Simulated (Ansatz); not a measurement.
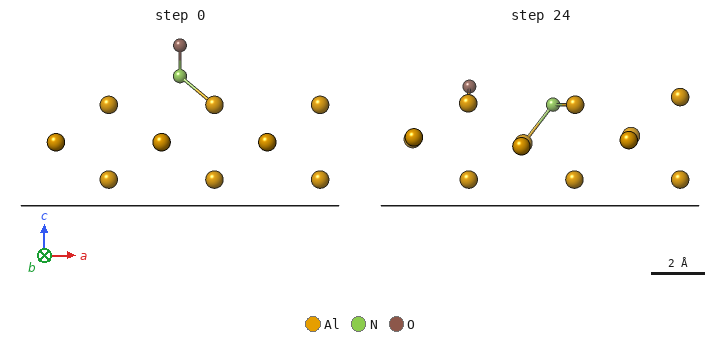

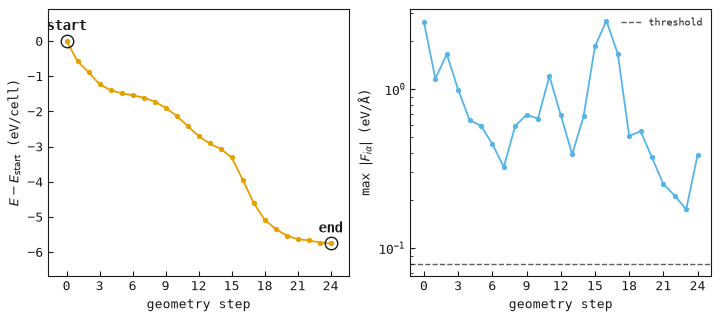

First and last geometry of a constrained relaxation of a slab of composition Al₁₈NO, with the history of the run. Style: ball-and-stick. Shown: the cell of the calculation, outlined in the plane, without the vacuum (origin shifted), along the b axis.

It is NO on Al(110), set down by a guess. The run prepares the start of a later molecular dynamics calculation, from a guessed geometry. 6 atoms are held fixed.

Theory: Ansatz 0.2.0, DFT PBE, scalar-relativistic, plane waves, PAW. Set-up: plane-wave cutoff 420 eV; k-point mesh 1 × 2 × 1; occupations fermi dirac; smearing width 0.15 eV; no spin polarisation; atoms relaxed in a fixed cell; force threshold 0.08 eV/Å; at most 25 steps.

Read the history and describe the run.

The relaxation stopped without meeting its thresholds, so the last structure isn't shown to be converged. It used up its limit of 25 steps. The atom that moves furthest is the O atom (3.16 Å at 60° to the normal (−c side)). By element the largest moves are O 3.16 Å, N 1.29 Å, Al 0.30 Å. The lattice vectors keep their values. Some distances before and after: Al–O 4.028 → 1.749 Å, N–O 1.180 → 3.280 Å, Al–O 3.687 → 1.749 Å, Al–N 2.668 → 1.869 Å. New bonds form: Al–N (2.67 → 1.87 Å), Al–O (3.69 → 1.75 Å), Al–O (4.03 → 1.75 Å). Bonds break: N–O (1.18 → 3.28 Å). Over 24 geometry steps the energy falls by 5.754 eV per cell of the calculation. The largest force component goes from 2.6 to 0.39 eV/Å.

Limits of the set-up: the periodic images lie only 5.7 Å apart, so the values are limited by the cell's size.
